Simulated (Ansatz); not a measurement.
# Cl3HOSi: the cost of one run

All numbers below are computed with Ansatz 0.2.0 (RKS PBE-D4/STO-3G).

## Step 1: The starting structure

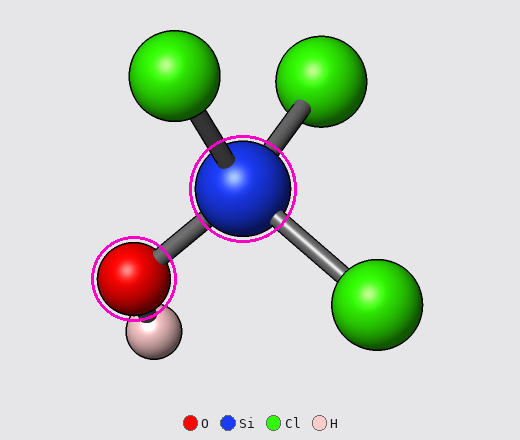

The starting structure, seen from a free direction (oxygen red, silicon blue, chlorine green, hydrogen pink). Ringed: O1, Si2.

Coordinates:

```xyz
6

O    -0.7544    0.4070    1.0219
Si    0.1760    0.0813   -0.2584
Cl    1.7440   -0.9397    0.4376
Cl   -0.7782   -1.0840   -1.5455
Cl    0.7859    1.7703   -1.2024
H    -1.1313   -0.2990    1.5007
```

## Step 2: End point A

input.yaml reads:

```yaml
crystal:
  periodic: [false, false, false]
  atoms:
    - { symbol: O, position_ang: [-0.7544, 0.407, 1.0219] }
    - { symbol: Si, position_ang: [0.176, 0.0813, -0.2584] }
    - { symbol: Cl, position_ang: [1.744, -0.9397, 0.4376] }
    - { symbol: Cl, position_ang: [-0.7782, -1.084, -1.5455] }
    - { symbol: Cl, position_ang: [0.7859, 1.7703, -1.2024] }
    - { symbol: H, position_ang: [-1.1313, -0.299, 1.5007] }
basis:
  gaussian: { orbitals: STO-3G }
hamiltonian:
  xc: pbe
  dispersion: d4
relax:
  f_tol: 0.015
  max_steps: 40
```

Command:

```
$ ansatz run input.yaml --threads 1 --pin off --max-ram 2048MiB --backend cpu --events-out ev --progress --plain --runs-dir out
```

Q: Estimate wall time and peak memory on 1 thread of Arm Neoverse V2, shared host.

About 13 s, with a peak of 0.12 GiB.
